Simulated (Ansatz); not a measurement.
**FH₃InN: density, localisation and related maps**

```xyz
6

N    -0.8473    0.1085   -0.7050
In    0.8138    0.0528    0.3769
F     0.3517   -1.1208    1.9040
H    -0.9793    0.6296   -1.5711
H    -1.6748   -0.4084   -0.4025
H     2.3778    0.6742    0.3516
```

Core potentials replace the inner electrons of In.

All numbers below come from RKS LDA/def2-SVPD (Ansatz 0.2.0).

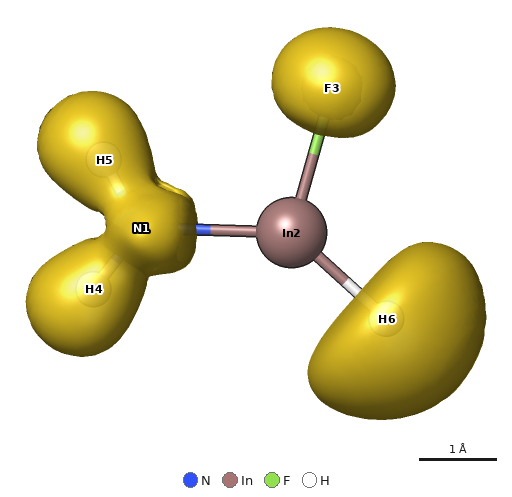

Figure 1. Isosurface of the electron localisation function at 0.75 (yellow), seen across its widest extent. Only the valence region is drawn (cores and ρ < 0.01 e/Å³ removed).

Q: Where are the electrons localised?

A: The ELF exceeds this value in one region around a hydrogen nucleus, one region wrapped around F (its valence shell) and one joined region spread over several atoms (H, N), in which their bonds and any lone pairs are merged. Along the contacts the grid gives the following. In–F (1.98 Å): the ELF peaks at about 0.80 in the valence shell of F, 0.5 Å from its nucleus, and drops to about 0.10 between the two atoms. In–N (1.98 Å): the ELF peaks at about 0.85 in the valence shell of N, 0.6 Å from its nucleus, and drops to about 0.15 between the two atoms.

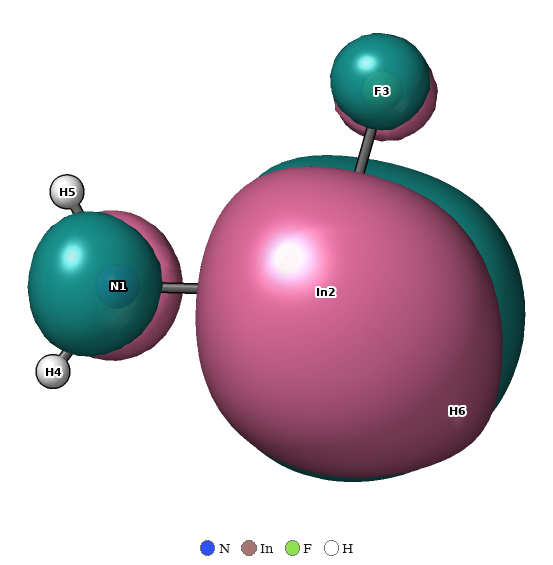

Figure 2. The LUMO at ±0.1 Å⁻³ᐟ² (teal and pink are the two phases), seen across its widest extent.

Q: What is the character of this orbital?

A: By Hirshfeld shares it lies mainly on In2 (about 80 %), N1 (about 10 %) and H6 (about 5 %); it changes sign across the molecular plane (π type). Its energy is −2.05 eV.
